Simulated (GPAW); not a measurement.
Band structure of PtAl₂ (Fm-3m, 3 atoms in the cell).

```
PtAl2
1.0
    0.00000     3.02119     3.02119
    3.02119     0.00000     3.02119
    3.02119     3.02119     0.00000
Al Pt
2 1
Cartesian
  1.51060   1.51060   1.51060
  4.53179   4.53179   4.53179
  0.00000   0.00000   0.00000
```

Method of the run: PBE, GPAW PAW datasets PBE (gpaw-data 1.0.1) (plane waves; GPAW).

Settings: mode = pw; ecut = 550 eV; xc = PBE; kpts = 13 13 13; mesh shift (steps) = 0 0 0; occupations.name = fermi-dirac; occupations.width = 0.136 eV; nbands = -7; convergence.forces = 0.001 eV/Å; symmetry.symmorphic = false; symmetry.tolerance = 0.0005; maxiter = 150; bandpath_npoints = 40.

The starting cell has typed, rounded lattice constants, without a prior relaxation at this level. Its lattice was rescaled by a random factor within 2.5 % of one. Spin-orbit coupling is off. Spin polarisation is off.

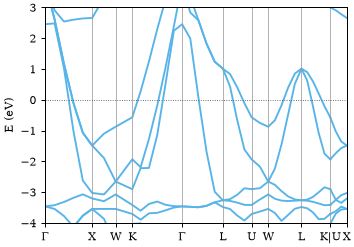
*Bands along the path, energies from the Fermi level.*

Levels in eV from the Fermi level, bands 8 to 15:
```
point      8      9     10     11     12    13    14    15
-----  -----  -----  -----  -----  -----  ----  ----  ----
Γ      -3.46  -3.46   2.45   3.77   3.77  3.77  5.01  5.01
X      -3.54  -3.20  -3.03  -1.49  -1.49  2.66  3.26  8.03
W      -3.54  -3.07  -2.66  -2.66  -0.87  4.87  4.87  6.06
K      -3.71  -3.42  -2.90  -1.93  -0.57  3.00  5.20  6.56
L      -3.48  -3.26  -3.26   1.01   1.01  3.62  4.78  4.84
U      -3.71  -3.42  -2.90  -1.93  -0.57  3.00  5.20  6.56
```

Bands cross the Fermi level along this path, so the cell is metallic at this level.
